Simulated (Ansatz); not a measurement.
Band structure of ZrSe (P-6m2, 2 atoms in the cell).

```yaml
crystal:
  lattice:
    - [3.60943, 0.00000, 0.00000]
    - [-1.80472, 3.12586, 0.00000]
    - [0.00000, 0.00000, 3.66107]
  atoms:
    - { symbol: Zr, position: [0.00000, 0.00000, 0.00000] }
    - { symbol: Se, position: [0.33333, 0.66667, 0.50000] }
```

Method: PBEsol, PAW files made with PBE (plane waves; Ansatz, a program for electronic structure).

Settings: kpoints.mp_grid.grid = 7 7 6; hamiltonian.xc = pbesol; hamiltonian.pseudopotentials = {kind: paw} (the program's default PAW files); scf.occupations.method = fermi_dirac; scf.occupations.width = 0.01 Ry; kpoints.band_path.npoints = 8.

The starting cell comes from a database of computed structures (which also holds hypothetical and non-ambient phases and stackings), without a prior relaxation at this level. Its lattice was rescaled by a random factor within 2.5 % of one.

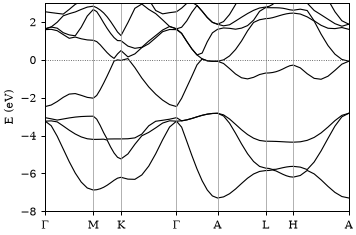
*Bands along the path, energies from the Fermi level.*

Levels in eV from the Fermi level, bands 11 to 17:
| point | 11 | 12 | 13 | 14 | 15 | 16 | 17 |
|---|---|---|---|---|---|---|---|
| Γ | -3.24 | -3.24 | -3.06 | -2.47 | 1.59 | 1.63 | 1.63 |
| M | -6.88 | -4.20 | -2.98 | -2.03 | 1.03 | 2.65 | 2.83 |
| K | -6.21 | -5.24 | -4.18 | -0.03 | 0.49 | 1.01 | 1.28 |
| A | -7.30 | -2.83 | -2.83 | -0.08 | -0.08 | 1.61 | 1.88 |
| L | -5.85 | -5.72 | -4.30 | -0.70 | 2.17 | 2.76 | 2.79 |
| H | -6.20 | -5.63 | -4.35 | -0.28 | 2.47 | 2.62 | 3.50 |

Bands cross the Fermi level along this path, so the cell is metallic at this level.

Keys are those of Ansatz 0.2.
